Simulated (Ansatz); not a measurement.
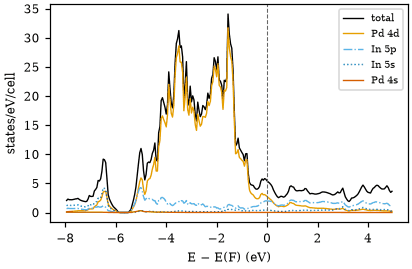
*Total and projected density of states of InPd$_{2}$ in space group Pnma (No. 62; In on 4c, Pd on 4c, Pd on 4c), the program Ansatz at the PBEsol level (PAW)*

### Question
Which orbitals carry the states next to the Fermi level?

### Answer
Within 0.5 eV of the Fermi level: Pd 4d 51 %, In 5p 35 %, In 5s 7 %, outside the projected shells 5 %. Projections are on Löwdin-orthogonalised atomic valence shells; empty p or d shells of many metals are not among them.

### Question
Where is the tallest occupied peak in this window, and what makes it?

### Answer
Near -1.5 eV, about 34 states/eV per cell; the largest projected share is Pd 4d.

The workflow started from a Materials Project entry (that database holds measured and hypothetical structures alike); the Crystallography Open Database copy checked does not list it. Its standing as an ambient phase is unchecked. The cell was relaxed with PBEsol under the symmetry of its start; whether a distortion lowers the energy is not shown. No spin polarisation was allowed. Scalar-relativistic: spin–orbit coupling is off unless named, which matters more the heavier the elements.

Potentials: the later of the program's two PAW sets.
